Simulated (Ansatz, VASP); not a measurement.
## Ge (Germanium) in two plane-wave programs

Aim: how closely do two programs agree when they are given the same cell, functional and k mesh?

Method: plane waves, with VASP 6.6.1 beside it; single point at r2SCAN, in Ansatz 0.2.0.

### 1. Set-up

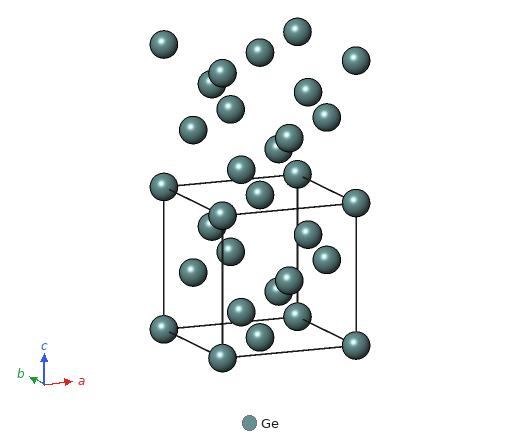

The starting structure, seen slightly off an axis (germanium teal). 1×1×2 cells are drawn. This picture shows the conventional cell, with its axes. Some periodic images of atoms are drawn too.

### 2. Ansatz: single point, r2SCAN

Ansatz runs on its default PAW (the set named soft_2) files.

A single point gives forces, pressure and levels at one fixed geometry, so differences don't come from the geometry; what else differs is listed under the comparison.

input.yaml

```yaml
crystal:
  lattice:
    - [0.0, 2.82891, 2.82891]
    - [2.82891, 0.0, 2.82891]
    - [2.82891, 2.82891, 0.0]
  atoms:
    - { symbol: Ge, position: [0.75, 0.75, 0.75] }
    - { symbol: Ge, position: [0.5, 0.5, 0.5] }
hamiltonian:
  xc: r2scan
  pseudopotentials: { kind: paw }
kpoints:
  mp_grid: { grid: [7, 7, 7] }
scf:
  occupations: { method: gaussian, width: 0.01 }
  n_extra_bands: 4
output:
  forces: true
  stress: true
  eigenvalues: true
```

Started as:

```console
$ ansatz run input.yaml --threads 2 --pin off --max-ram 4608MiB --backend cpu --events-out ev --progress --plain --runs-dir out
```

Numbers of over 12 decimals in the logs are rounded to 6 here.

Output:

```text
scf.n_extra_bands = 4 over 14 filled bands (N_el = 28.0): the run solves 18 bands
Engine: ansatz 0.2.0, aarch64-unknown-linux-gnu
Pseudopotentials: kind: paw
Pseudopotential: Ge, paw, valence charge 14, recommended cutoff 500 eV (meta_gga), Ge.paw.azcp
Functional definition: r2SCAN
  parameter k0 = 0.174
  parameter k1 = 0.065
  parameter a1 = 4.9479
  exchange = r2scan_x(k0 = k0, k1 = k1, a1 = a1)
  correlation = r2scan_c
Crystal: 2 atoms, lattice volume = 45.278 Å³
Basis set: ecut = 500 eV, 1139 PW (Γ), exchange–correlation on 120×120×120 points (64 copies of the dense FFT grid, shifted against one another)
Bands: 18, of which v1, the nominal top of the filled ones, is band 14 counted from 1 (13 counted from 0)
Symmetry: 48 space group operations
Space group: Fd-3m (ITA 227), of the structure as read, at distance tolerance 3.6e-5 Å
k-points: 20 of 343
Non-local potential: Ge, projectors of the file, l = 0: 2, l = 1: 2, l = 2: 3, l = 3: 1
PAW form: soft (Blöchl's): semilocal exchange-correlation on the pseudo side does not see the compensation charge
PAW frozen core: Ge, regenerated for the run's functional (the file was generated under x = pbe(κ = 0.804, μ = 0.219515), c = pbe(β = 0.066725))
PAW one-centre angular grid: Ge, 590 points (default); XC on 160 Gauss nodes
Initial density: superposition of atomic densities (neutral atoms: chi_scale 0, normalization atom), corrected by the library's trained network
Initial wavefunctions: pseudopotential atomic-orbital guess
Functional: x = r2scan, c = r2scan; τ floored in thin density (d = 2e-4 eV/Å³)
SCF iter   1: F=—  HF=-8605.784935 eV  |F-HF|=—  |Δ(HF+E_count)|=         —  Δρ=6.57e-3  dr2=6.09e-3  dr2_τ=4.63e-3  ethr=1.77e-3  ⟨swp⟩=6.0  Hψ=1694  notcnv=0
preconditioner: auto → none  [insulator: Δε(μ)=0.391 eV  Ē_g=24.435 eV  σ=0.010 eV  W_gap=1.00  n_scr=14 (ndim 8)  ℏωp=29.2 eV  f_vac=0.075  D(μ)=0.00/eV (n_scr^D=0)  ε∞_Penn≈2.4]
SCF iter   2: F=—  HF=-8605.795216 eV  |F-HF|=—  |Δ(HF+E_count)|=   1.03e-2  Δρ=1.52e-3  dr2=5.12e-4  dr2_τ=2.37e-5  ethr=2.17e-5  ⟨swp⟩=3.0  Hψ=939  notcnv=0
SCF iter   3: F=—  HF=-8605.795235 eV  |F-HF|=—  |Δ(HF+E_count)|=   1.90e-5  Δρ=1.08e-3  dr2=1.59e-4  dr2_τ=1.99e-6  ethr=1.83e-6  ⟨swp⟩=2.0  Hψ=719  notcnv=0
SCF iter   4: F=—  HF=-8605.795296 eV  |F-HF|=—  |Δ(HF+E_count)|=   6.10e-5  Δρ=6.08e-5  dr2=1.05e-6  dr2_τ=2.45e-8  ethr=5.66e-7  ⟨swp⟩=2.8  Hψ=530  notcnv=0
SCF iter   5: F=—  HF=-8605.795296 eV  |F-HF|=—  |Δ(HF+E_count)|=   4.19e-7  Δρ=1.44e-5  dr2=5.64e-8  dr2_τ=3.26e-10  ethr=3.77e-9  ⟨swp⟩=2.0  Hψ=562  notcnv=0
SCF iter   6: F=-8605.795296 eV  HF=-8605.795296 eV  |F-HF|=1.32e-9  |Δ(HF+E_count)|=   9.55e-9  Δρ=4.12e-6  dr2=4.82e-9  dr2_τ=5.88e-11  ethr=2.01e-10  ⟨swp⟩=2.0  Hψ=1310  notcnv=0
SCF 1 converged in 6 iterations: F = -8605.795296 eV  dr2 = 4.82e-9
  greatest PAW one-centre occupation: 0.998 electrons in one spin orbital (limit 2), on the Ge atom at site 1 (counted from 0), in its partial waves of l = 2
SCF converged after 6 iterations
Free energy (F): -8605.795296 eV
Harris-Foulkes:  -8605.795296 eV  (|F-HF|=1.32e-9)
Internal energy: -8605.795296 eV  (E = F + TS)
E sigma→0 (E₀):  -8605.795296 eV
Fermi energy:    8.603793 eV
--- Per-component energies (eV) ---
  E_band       = -317.579095
  E_kinetic    = 222.257449
  E_local      = -4944.313015  (includes V_loc(G=0)·N_el)
  E_nonlocal   = 840.194789
  E_hartree    = 2172.119159
  E_xc         = -138.305307
  E_vxc        = -135.947820  (∫ρ·V_xc dr)
  E_paw        = -4068.442171  (= ΣΔE_a)
  E_vpaw       = -651.635227  (= ΣTr[D̂ρ^β])
  E_aug_tail   = 0.000039  (compensation charges beyond the density's cutoff)
  E_vtau       = 7.624106  (kinetic-family band-sum trace: ∫τ·v_τ [+ j·A + Jᵃ·Aᵃ] dr)
  E_ewald      = -2687.134708
  E_core_change = -2.171532  (= ΣΔE_core)
  E_smearing   = -0.000000  (= −TS)
  E_closure    = -0.000000  (closes the sum)
  Σ components = -8605.795296   (vs F -8605.795296, Δ=0.00e0)
--- Forces (eV/Å), atoms counted from 1 ---
  atom   1  Ge     0.00000000     0.00000000     0.00000000
  atom   2  Ge     0.00000000     0.00000000    -0.00000000
  max |Σ_I F_I| component: 1.85e-17 eV/Å
--- Stress (GPa, compression-positive) ---
        0.576062       0.000000       0.000000
        0.000000       0.576062      -0.000000
        0.000000      -0.000000       0.576062
  P = ⅓ Tr σ = 0.5761 GPa (5.761 kbar)
--- Band table (eV; the first three rows and the last of 20) ---
  k-point 0: bands = [... 10 lower, -4.9177, 8.3814, 8.3814, 8.3814, 8.8259, 11.1069, 11.1069, 11.1069]
  k-point 1: bands = [... 10 lower, -4.6572, 5.6787, 7.9465, 7.9465, 9.6892, 11.6893, 11.6893, 12.4842]
  k-point 2: bands = [... 10 lower, -3.9127, 2.9049, 7.3110, 7.3110, 9.2171, 12.3500, 12.3500, 15.1657]
  k-point 19: bands = [... 10 lower, -1.3095, -0.1643, 3.9440, 5.0375, 11.3082, 13.6793, 14.1734, 14.3486]
```

Wall time 2.7 s (2 threads of Arm Neoverse N1, shared host); peak memory 0.4 GiB.

Reading the cycles: dr2 is the Hartree energy of the density residual (eV), the measure of convergence; HF is the Harris–Foulkes estimate of the energy, which meets the free energy F at convergence.

The run ends at a pressure of 0.58 GPa.

### 3. VASP: single point, r2SCAN

The same cell, functional, mesh and smearing now go to VASP, with its own data sets and cutoff.

Lines of VASP's logs that name or quote its potential files are left out, and so is its time.

INCAR

```
SYSTEM = Ge
PREC = Accurate
ENCUT = 410
EDIFF = 1E-07
NELM = 100
ISMEAR = 0
SIGMA = 0.01
LREAL = .FALSE.
ALGO = Normal
METAGGA = R2SCAN
LASPH = .TRUE.
NBANDS = 20
LORBIT = 11
LWAVE = .FALSE.
LCHARG = .FALSE.
KPAR = 2
```

POSCAR

```
Ge
1.0
    0.0000000000      2.8289100000      2.8289100000
    2.8289100000      0.0000000000      2.8289100000
    2.8289100000      2.8289100000      0.0000000000
Ge
2
Direct
    0.7500000000      0.7500000000      0.7500000000
    0.5000000000      0.5000000000      0.5000000000
```

KPOINTS

```
Automatic mesh
0
Gamma
7 7 7
0 0 0
```

Potentials, in the order of the species: Ge_d (PBE family, release 64).

Started as:

```console
$ mpirun -np 2 vasp_std
```

Output:

```text
[banner, memory and clock lines left out]
running    2 mpi-ranks, on    1 nodes
 distrk:  each k-point on    1 cores,    2 groups
 distr:  one band on    1 cores,    1 groups

 POSCAR found type information on POSCAR Ge
 POSCAR found :  1 types and       2 ions
|                                                                             |
|               ----> ADVICE to this user running VASP <----                  |
|                                                                             |
|     You enforced a specific xc type in the INCAR file but a different       |
|     [... a line on the potential file left out ...]
|     I HOPE YOU KNOW WHAT YOU ARE DOING!                                     |
|                                                                             |

 LDA part: xc-table for (None), standard interpolation
 POSCAR, INCAR and KPOINTS ok, starting setup
 FFT: planning ... GRIDC
 FFT: planning ... GRID_SOFT
 FFT: planning ... GRID
 WAVECAR not read
 entering main loop
       N       E                     dE             d eps       ncg     rms          rms(c)
DAV:   1     0.158213516115E+03    0.15821E+03   -0.13792E+04   864   0.348E+03
DAV:   2    -0.569608725327E+01   -0.16391E+03   -0.15987E+03   800   0.569E+02
DAV:   3    -0.296710787505E+02   -0.23975E+02   -0.23860E+02   900   0.142E+02
DAV:   4    -0.304057072339E+02   -0.73463E+00   -0.73422E+00   892   0.295E+01
DAV:   5    -0.304175090380E+02   -0.11802E-01   -0.11801E-01   900   0.405E+00    0.338E+00
DAV:   6    -0.277388130733E+02    0.26787E+01   -0.31071E-01   844   0.956E+00    0.196E+00
DAV:   7    -0.277207782727E+02    0.18035E-01   -0.10437E-01  1040   0.429E+00    0.265E-01
DAV:   8    -0.277201170812E+02    0.66119E-03   -0.50837E-03  1036   0.122E+00    0.105E-01
DAV:   9    -0.277202349775E+02   -0.11790E-03   -0.79302E-03  1072   0.183E+00    0.672E-02
DAV:  10    -0.277199882481E+02    0.24673E-03   -0.54544E-04  1024   0.427E-01    0.312E-02
DAV:  11    -0.277199106656E+02    0.77583E-04   -0.36849E-04  1116   0.370E-01    0.679E-03
DAV:  12    -0.277199132259E+02   -0.25603E-05   -0.19172E-05   988   0.651E-02    0.352E-03
DAV:  13    -0.277199173104E+02   -0.40845E-05   -0.86915E-07   924   0.956E-03    0.166E-03
DAV:  14    -0.277199174979E+02   -0.18745E-06   -0.39799E-07   808   0.123E-02    0.853E-04
DAV:  15    -0.277199169921E+02    0.50575E-06   -0.20561E-08   540   0.186E-03    0.990E-05
DAV:  16    -0.277199168544E+02    0.13772E-06   -0.48581E-09   448   0.990E-04    0.852E-05
DAV:  17    -0.277199168857E+02   -0.31338E-07   -0.10871E-09   428   0.393E-04
   1 F= -.27719917E+02 E0= -.27719917E+02  d E =-.616249E-80
```

OUTCAR, selected parts (step 3):

```text
ion  position               nearest neighbor table
   1  0.750  0.750  0.750-   2 2.45   2 2.45   2 2.45   2 2.45
   2  0.500  0.500  0.500-   1 2.45   1 2.45   1 2.45   1 2.45

  LATTYP: Found a face centered cubic cell.
 ALAT       =     5.6578200000

 Subroutine GETGRP returns: Found 48 space group operations
 (whereof 24 operations were pure point group operations)

The static configuration has the point symmetry T_d .
 The point group associated with its full space group is O_h .

 Found     20 irreducible k-points:

   k-points           NKPTS =     20   k-points in BZ     NKDIM =     20   number of bands    NBANDS=     20

   dimension x,y,z NGX =    28 NGY =   28 NGZ =   28
   dimension x,y,z NGXF=    56 NGYF=   56 NGZF=   56

   ENCUT  =  410.0 eV  30.13 Ry    5.49 a.u.   6.61  6.61  6.61*2*pi/ulx,y,z

   NELECT =      28.0000    total number of electrons

 k-points in reciprocal lattice and weights: Automatic mesh
   0.00000000  0.00000000  0.00000000       0.003
   0.14285714  0.00000000  0.00000000       0.023
   0.28571429  0.00000000  0.00000000       0.023
   0.42857143  0.00000000  0.00000000       0.023
   0.14285714  0.14285714  0.00000000       0.017
   0.28571429  0.14285714  0.00000000       0.070
   0.42857143  0.14285714  0.00000000       0.070
  -0.42857143  0.14285714  0.00000000       0.070
  -0.28571429  0.14285714  0.00000000       0.070
[...]
-0.42857143  0.42857143  0.14285714       0.070
  -0.28571429  0.42857143  0.14285714       0.070

 average (electrostatic) potential at core
       1 -79.4384       2 -79.4384

 E-fermi :   4.9355

 k-point     1 :       0.0000    0.0000    0.0000
  band No.  band energies     occupation
    ...
     10     -20.4099      2.00000
     11      -8.5005      2.00000
     12       4.8032      2.00000
     13       4.8033      2.00000
     14       4.8033      2.00000
     15       5.2071      0.00000
     16       7.5162      0.00000
     17       7.5163      0.00000
     18       7.5163      0.00000
     19      11.8638      0.00000
    ...

 k-point     2 :       0.1429    0.0000    0.0000
  band No.  band energies     occupation
    ...
     10     -20.4002      2.00000
     11      -8.2402      2.00000
     12       2.0895      2.00000
     13       4.3672      2.00000
     14       4.3673      2.00000
     15       6.0849      0.00000
     16       8.0994      0.00000
     17       8.0995      0.00000
     18       8.8902      0.00000
     19      12.9918      0.00000
    ...

 k-point     3 :       0.2857    0.0000    0.0000
  band No.  band energies     occupation
    ...
     10     -20.3905      2.00000
     11      -7.4961      2.00000
     12      -0.6813      2.00000
     13       3.7310      2.00000
     14       3.7311      2.00000
     15       5.6161      0.00000
     16       8.7621      0.00000
     17       8.7622      0.00000
     18      11.5659      0.00000
     19      13.3081      0.00000
    ...

  Total        0.0749958      0.0749958      0.0749958      0.0000000     -0.0000000     -0.0000000
  in kB        2.6537510      2.6537510      2.6537510      0.0000000     -0.0000000     -0.0000000
  external PRESSURE =       2.6537510 kB  Pullay stress =       0.0000000 kB

  energy-cutoff  :      410.00
  volume of cell :       45.28
      direct lattice vectors                 reciprocal lattice vectors
     0.000000000  2.828910000  2.828910000    -0.176746521  0.176746521  0.176746521
     2.828910000  0.000000000  2.828910000     0.176746521 -0.176746521  0.176746521
     2.828910000  2.828910000  0.000000000     0.176746521  0.176746521 -0.176746521

 POSITION                                       TOTAL-FORCE (eV/Angst)
 -----------------------------------------------------------------------------------
      4.24336      4.24336      4.24336        -0.000000      0.000000     -0.000000
      2.82891      2.82891      2.82891         0.000000     -0.000000      0.000000
 -----------------------------------------------------------------------------------
    total drift:                                0.000000      0.000000      0.000000

  FREE ENERGIE OF THE ION-ELECTRON SYSTEM (eV)
  ---------------------------------------------------
  free  energy   TOTEN  =       -27.7199168857 eV

  energy  without entropy=      -27.7199168857  energy(sigma->0) =      -27.71991689

 total charge
# of ion       s       p       d       tot
------------------------------------------
    1        1.100   1.296  10.023  12.419
    2        1.100   1.296  10.023  12.419
--------------------------------------------------
tot          2.201   2.591  20.045  24.837

[... 3 further parts left out ...]
```

The run ends at a pressure of 0.27 GPa.

### 4. Comparison

Known differences besides the PAW data sets themselves: VASP keeps PBE cores, Ansatz makes them for the functional; the cutoff is 500 eV in Ansatz and 410 eV in VASP. Total energies have different zeros and are not compared.

Compared:

```tsv
quantity	Ansatz	VASP	difference
pressure (GPa)	0.58	0.27	+0.31
gap on the k mesh (eV)	0.444	0.404	+0.041
```

Ansatz's pressure holds a Pulay correction of 0.05 GPa; VASP's holds none.

### 5. Summary of results

| Quantity | Value |
| --- | --- |
| difference in gap on the k mesh (single point, r2SCAN) | 0.041 eV |

The difference in gap on the k mesh is 0.041 eV (single point, r2SCAN), within the 0.08 eV picked in this series as the mark of a large difference. How closely two codes agree says nothing of how well the functional describes the real material.

[Lines on the potential files, build, host, timing and source positions are cut from VASP's logs without a mark.]

[Logs are printed without paths, hosts, clocks, repeated set-up lines and the standing remarks that a program may print on its own settings, such as how far it seeks lower states.]

[Hosts, paths, dates, database ids (printed as entryN), source tags and the programs' standing remarks are cut or masked in the printed files.]
